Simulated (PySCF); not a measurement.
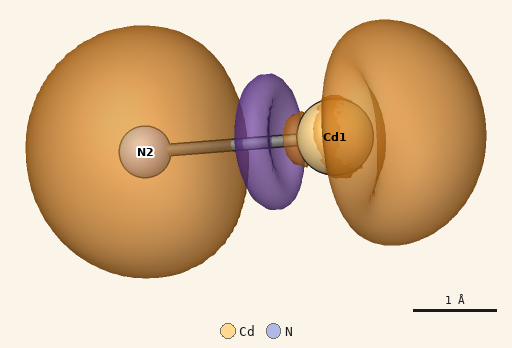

CdN (quartet). Isosurfaces of the spin density at +0.015 (orange) and −0.015 e/Å³ (purple), seen from one side.

Core potentials replace the inner electrons of Cd.

The calculation used PySCF 2.14.0, PBE0/cc-pVDZ(-PP), non-relativistic Hamiltonian with scalar-relativistic core potentials where named, at a bond length of 2.455 Å.

```yaml
atoms:
  - { symbol: Cd, position_ang: [0.0000, 0.0000, -0.2688] }
  - { symbol: N, position_ang: [0.0000, 0.0000, 2.1862] }
```

> Which atoms carry the spin?

The unpaired spin (3 electrons) lies mostly on N2 (about 2.6) and Cd1 (about 0.4), in electrons by Hirshfeld's partition.
